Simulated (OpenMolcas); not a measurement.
```
&GATEWAY
Basis set
Cr.ANO-RCC-VDZP.
Cr1 0.0 0.0 0.0 Angstrom
End of basis
Basis set
F.ANO-RCC-VDZP.
L1 2.182000 0.000000 0.000000 Angstrom
L2 0.000000 2.182000 0.000000 Angstrom
L3 0.000000 0.000000 2.182000 Angstrom
End of basis
Basis set
Na.EMB-AIMP.Seijo.6s3p.1s1p.ECP.NaF.
PseudoCharge
* 3 symmetry-unique lattice sites within 7.6 angstrom
End of basis
Basis set
Na.EMB-AIMP.Seijo.0s.0s.ECP.NaF.
PseudoCharge
* 36 symmetry-unique lattice sites within 7.6 angstrom
End of basis
Basis set
F.EMB-AIMP.Seijo.0s.0s.ECP.NaF.
PseudoCharge
* 31 symmetry-unique lattice sites within 7.6 angstrom
End of basis
Symmetry
XYZ
AngMom=0.0 0.0 0.0
AMFI
RICD
XField
1025 Angstrom 0
* Evjen-weighted lattice charges
&SEWARD
&RASSCF
FileOrb=start.orb
Symmetry=1
Spin=5
nActEl=4 0 0
Inactive=18 21
Ras2=5 0
CIRoot=5 5 1
SDav=5
CIMx=300
Iter=150 100
PrWF=0.3
OrbListing=Nothing
MaxOrb=0
LevShft=1.0
>>> COPY $Project.JobIph JOB001
&RASSCF
FileOrb=start.orb
Symmetry=1
Spin=3
nActEl=4 0 0
Inactive=18 21
Ras2=5 0
CIRoot=45 45 1
SDav=45
CIMx=300
Iter=150 100
PrWF=0.3
OrbListing=Nothing
MaxOrb=0
LevShft=1.0
>>> COPY $Project.JobIph JOB002
&RASSCF
FileOrb=start.orb
Symmetry=1
Spin=1
nActEl=4 0 0
Inactive=18 21
Ras2=5 0
CIRoot=50 50 1
SDav=50
CIMx=300
Iter=150 100
PrWF=0.3
OrbListing=Nothing
MaxOrb=0
LevShft=1.0
>>> COPY $Project.JobIph JOB003
&RASSI
NrOfJobIphs=3 5 45 50
1 2 3 4 5
1 2 3 4 5 6 7 8 9 10 11 12 13 14 15 16 17 18 19 20 21 22 23 24 25 26 27
28 29 30 31 32 33 34 35 36 37 38 39 40 41 42 43 44 45
1 2 3 4 5 6 7 8 9 10 11 12 13 14 15 16 17 18 19 20 21 22 23 24 25 26 27
28 29 30 31 32 33 34 35 36 37 38 39 40 41 42 43 44 45 46 47 48 49 50
IphNames
JOB001
JOB002
JOB003
EJob
SpinOrbit
DIPRint=1.0
SOCoupling=1000.0
Subsets=2
Property=9
'ANGMOM' 1 'ANGMOM' 2 'ANGMOM' 3 'MLTPL  1' 1 'MLTPL  1' 2 'MLTPL  1' 3
'AMFI' 1 'AMFI' 2 'AMFI' 3
SOProperty=3
'ANGMOM' 1 'ANGMOM' 2 'ANGMOM' 3
>>> COPY JOB001 $Project.JobIph
&CASPT2
Multistate=5 1 2 3 4 5
NoMult
Frozen=5 6
IPEA=0.25
Imaginary=0.1
MaxIter=60
WThr=0.0 0.3 0.05
PrWF=0.5
NoMix
>>> COPY JOB002 $Project.JobIph
&CASPT2
Multistate=45 1 2 3 4 5 6 7 8 9 10 11 12 13 14 15 16 17 18 19 20 21 22
23 24 25 26 27 28 29 30 31 32 33 34 35 36 37 38 39 40 41 42 43 44 45
NoMult
Frozen=5 6
IPEA=0.25
Imaginary=0.1
MaxIter=60
WThr=0.0 0.3 0.05
PrWF=0.5
NoMix
>>> COPY JOB003 $Project.JobIph
&CASPT2
Multistate=50 1 2 3 4 5 6 7 8 9 10 11 12 13 14 15 16 17 18 19 20 21 22
23 24 25 26 27 28 29 30 31 32 33 34 35 36 37 38 39 40 41 42 43 44 45 46
47 48 49 50
NoMult
Frozen=5 6
IPEA=0.25
Imaginary=0.1
MaxIter=60
WThr=0.0 0.3 0.05
PrWF=0.5
NoMix
```

Command:
```bash
OMP_NUM_THREADS=1 MOLCAS_MEM=2457 MOLCAS_PROJECT=a pymolcas a.inp > a.log  # once for each step of the input, in one work folder
```

The CASPT2 energies were then put on the diagonal of the RASSI spin-orbit matrix.

The calculation used state-averaged SS-CASPT2, IPEA shift 0.25, imaginary shift 0.1 hartree, closed shells 3s 3p correlated, active space 4 electrons in the shell 3d, basis ANO-RCC-VDZP on all atoms, DKH2 scalar Hamiltonian, spin-orbit coupling by RASSI with atomic mean-field integrals (OpenMolcas). Powder susceptibility by Van Vleck's formula.

Cr²⁺ (3d⁴) as a dopant in NaF, a cluster with its 6 nearest F⁻ at 2.182 Å (octahedron) embedded in model potentials and point charges; the geometry was set, not optimised. The cluster and the levels that result:

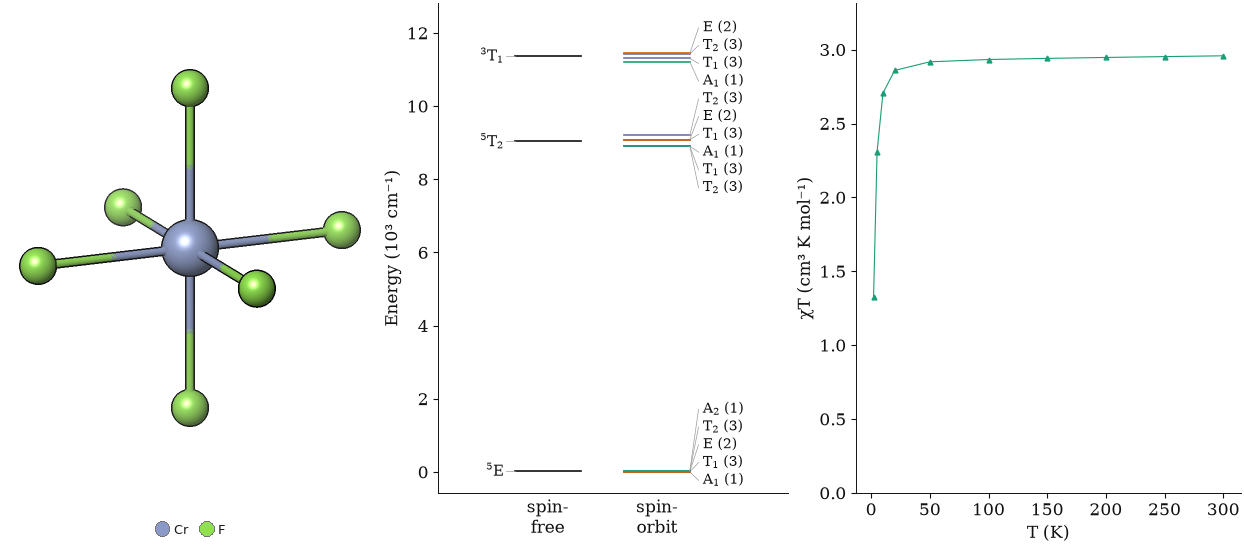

Labels give the representation in O, Td, D4 or D3 as the site allows (double group for half-integer spin) where it could be assigned and, in brackets, the degeneracy; spin-free states, where drawn, share the zero of the spin-orbit levels.

The ground level is A₁, non-degenerate, 100 % from states of spin multiplicity 5. The next level lies at 5.8 cm⁻¹ (T₁). The lowest spin-free state is ⁵E, from the free-ion D term; of the same spin there follows at 9,010 cm⁻¹ (⁵T₂) above it. χT is 1.33 cm³ K mol⁻¹ at 2 K and 2.96 at 300 K, an effective moment of 4.86 μB.

Note: orbital doublet at a regular site, Jahn-Teller distortion not allowed for; small active space favours high spin, ground spin may be wrong; the geometry is set by hand, with no relaxation and no charge compensation.
